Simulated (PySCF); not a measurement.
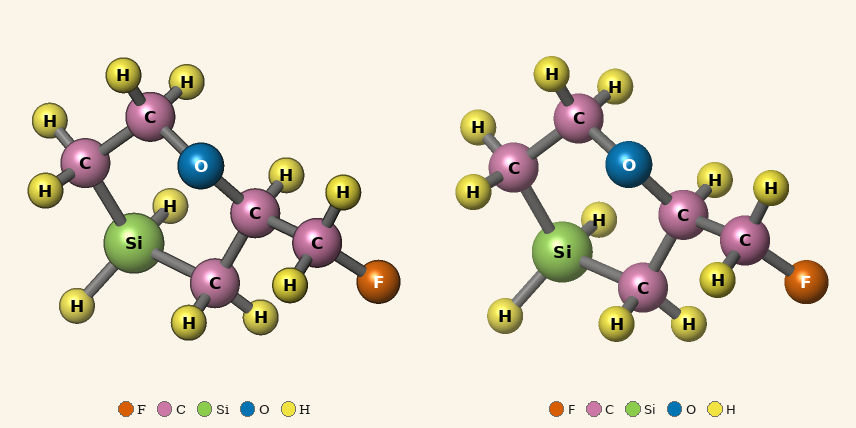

Both panels show the same species.

Computed geometry: GFN2-xTB optimisation. No frequency run is at hand to confirm it as a minimum.

Identify the structure.

The molecule is C5H11FOSi. Its SMILES string is `FC[C@H]1C[SiH2]CCO1`. Independent rings (smallest set): 1 of 6 members. Among its groups: ether, C–F bond, Si–H bond. This geometry has C1 symmetry. Coordination: 5 C tetrahedral; 1 Si tetrahedral; 1 O bent.

The parts below concern this one geometry. Atoms keep their numbers from picture to picture.

Shape

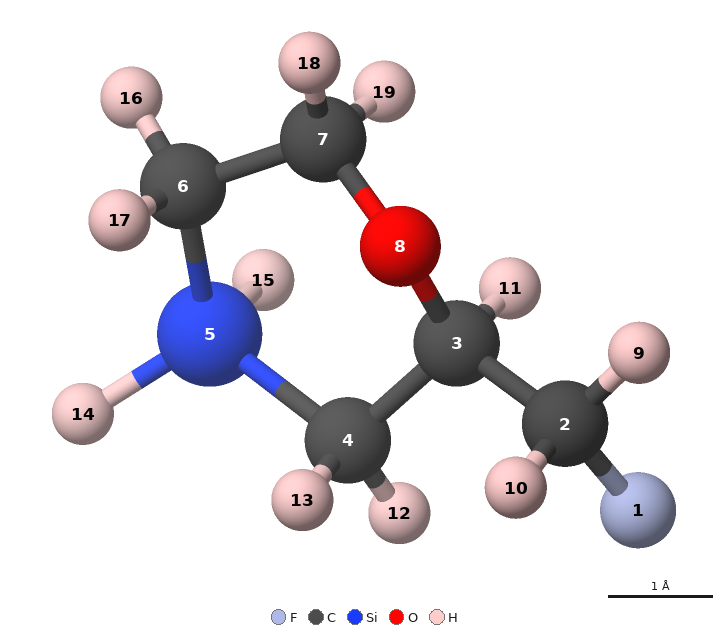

Atoms carry their numbers in the input. No frequency run is at hand to confirm it as a minimum.

Give these bond angles: C2–C3–O8, C3–C2–H9, C3–C4–H13, C3–O8–C7, C4–C3–O8, C4–Si5–H15, Si5–C6–H16, C6–Si5–H14, C6–Si5–H15, C6–C7–O8, C7–C6–H16, O8–C7–H18.

| angle | degrees |
| --- | --- |
| C2–C3–O8 | 105.4 |
| C3–C2–H9 | 110.6 |
| C3–C4–H13 | 108.1 |
| C3–O8–C7 | 114.7 |
| C4–C3–O8 | 113.0 |
| C4–Si5–H15 | 110.2 |
| Si5–C6–H16 | 112.7 |
| C6–Si5–H14 | 111.9 |
| C6–Si5–H15 | 109.8 |
| C6–C7–O8 | 113.7 |
| C7–C6–H16 | 108.6 |
| O8–C7–H18 | 104.5 |

Bond orders

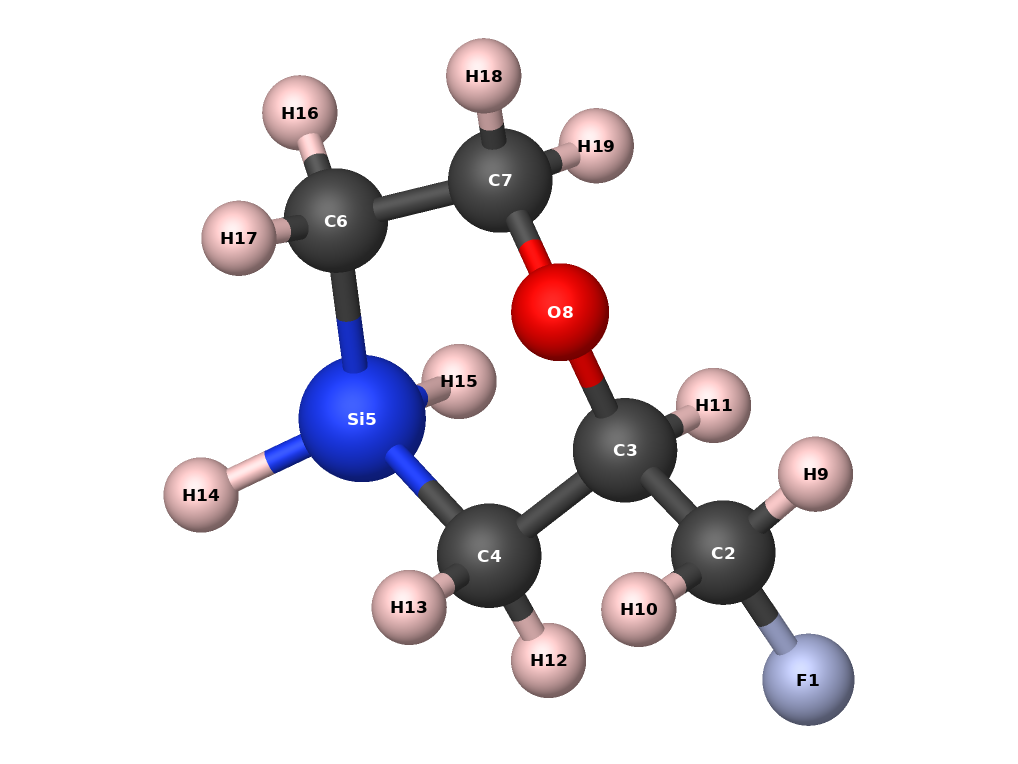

Every bond is drawn as one stick. No frequency run is at hand to confirm it as a minimum. Method: PBE0/pcSseg-1 (PySCF 2.14.0).

List the Mayer bond orders of F1–C2, C2–C3, C3–C4, C3–O8, C4–Si5, Si5–C6, C6–C7, C7–O8 (bonds between heavy atoms, one of each equivalent set).

| bond | Mayer order | length (Å) |
| --- | --- | --- |
| F1–C2 | 0.89 | 1.371 |
| C2–C3 | 1.03 | 1.531 |
| C3–C4 | 1.00 | 1.529 |
| C3–O8 | 0.90 | 1.413 |
| C4–Si5 | 0.90 | 1.900 |
| Si5–C6 | 0.91 | 1.903 |
| C6–C7 | 1.03 | 1.530 |
| C7–O8 | 0.93 | 1.411 |

Excitation

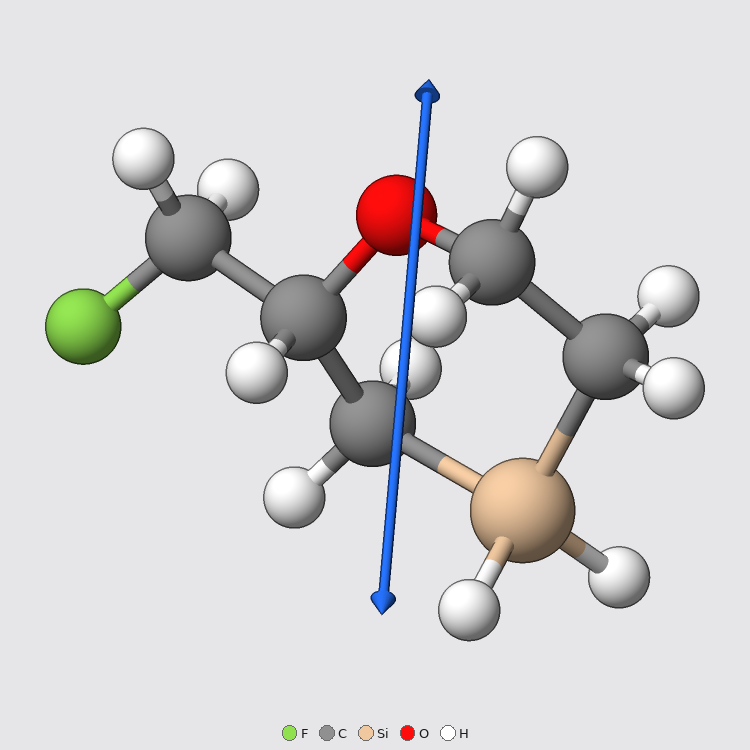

The double arrow shows the direction of the transition dipole to excited singlet state 5 (its length means nothing). No frequency run is at hand to confirm it as a minimum. Level of theory: TDDFT PBE0/def2-SVPD, vertical, gas phase, core orbitals frozen in the response (PySCF 2.14.0).

Where does the transition lie, and how strong is it?

7.79 eV (159 nm), oscillator strength 0.016, mainly HOMO → LUMO+4 (weight 0.52); transition dipole 0.73 D.

NMR shielding

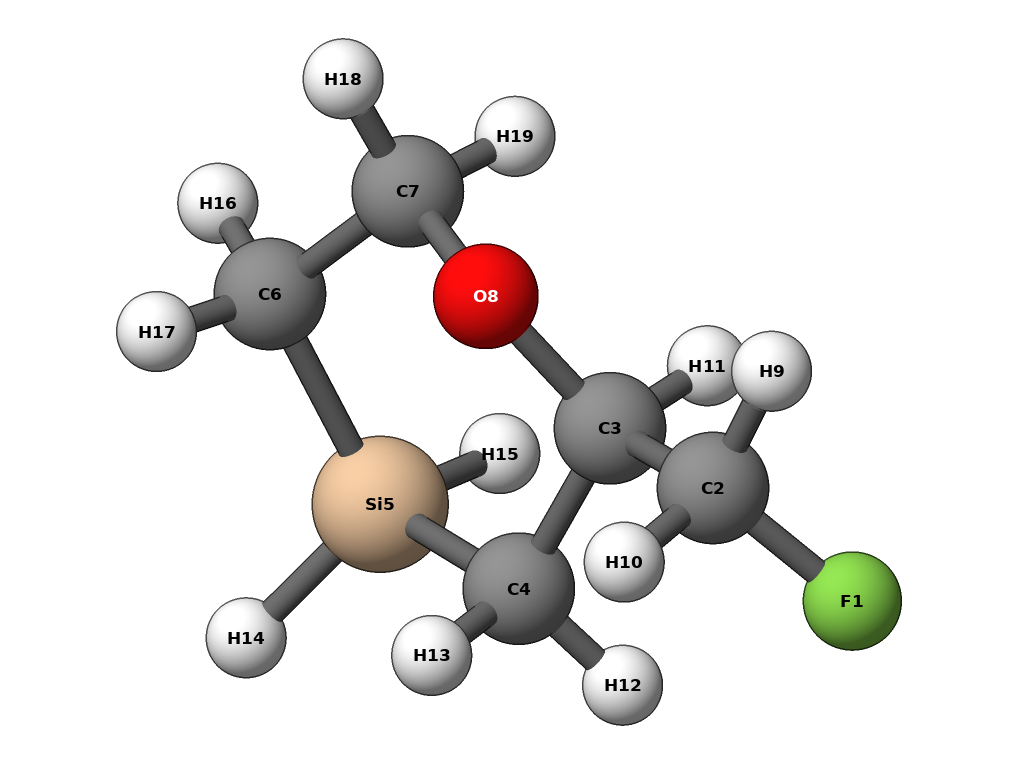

No frequency run is at hand to confirm it as a minimum. Method: GIAO PBE0/pcSseg-1 NMR shielding, non-relativistic, gas phase (PySCF 2.14.0). Principal shieldings σ11 ≤ σ22 ≤ σ33, span Ω = σ33 − σ11, skew κ = 3(σiso − σ22)/Ω.

Give the shielding tensors of the O atoms.

```
atom    σ11    σ22    σ33   σiso     Ω     κ
  O8  239.2  274.9  310.3  274.8  71.1  0.00
```

Shieldings and span in ppm.

Charges

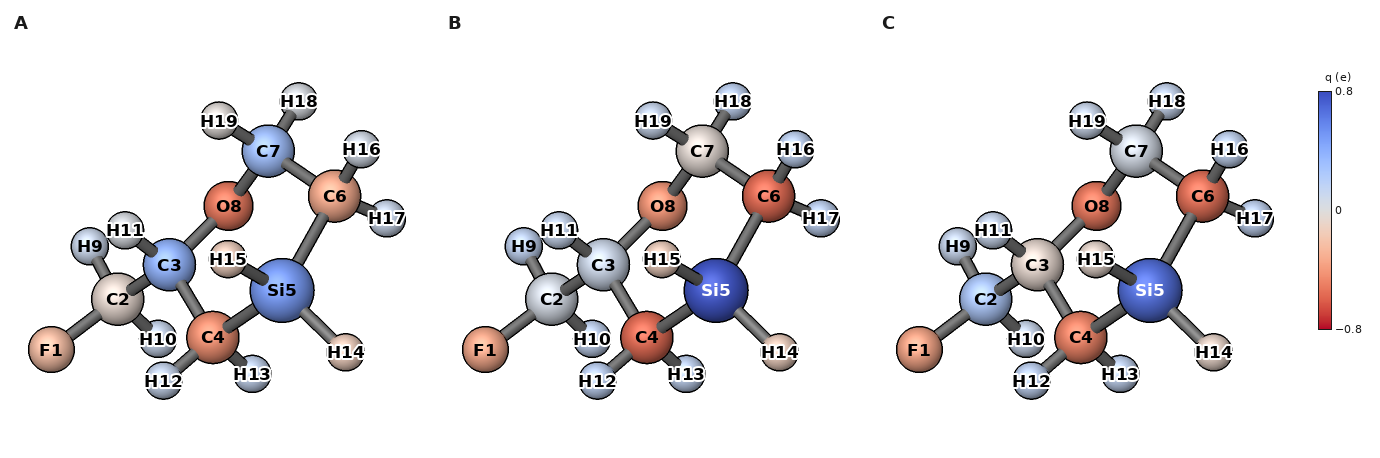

Atomic charges of one calculation by 3 schemes, on one colour scale. No frequency run is at hand to confirm it as a minimum. Method: PBE0/pcSseg-1 (PySCF 2.14.0).

The schemes are ESP-fitted, IAO, Mulliken. Which panel shows which?

A ESP-fitted, B IAO, C Mulliken.

List the charges (e), one line for each set of equivalent atoms.

```tsv
atom	ESP-fitted	IAO	Mulliken
F1	−0.23	−0.33	−0.34
C2	−0.06	0.05	0.24
C3	0.37	0.09	−0.06
C4	−0.43	−0.56	−0.48
Si5	0.48	0.75	0.66
C6	−0.31	−0.56	−0.54
C7	0.30	−0.04	0.06
O8	−0.51	−0.41	−0.51
H9	0.10	0.15	0.11
H10	0.11	0.14	0.10
H11	0.03	0.11	0.11
H12	0.11	0.16	0.15
H13	0.13	0.15	0.14
H14	−0.13	−0.12	−0.08
H15	−0.13	−0.13	−0.07
H16	0.06	0.15	0.14
H17	0.10	0.15	0.15
H18	0.03	0.15	0.12
H19	−0.02	0.11	0.10
```

Mulliken values depend strongly on the basis set and can even reverse the polarity of a bond. The geometry is semi-empirical. Around Si such bond lengths and angles can be off by a tenth of an ångström or more and by several degrees, and values that hang on the shape move with them.
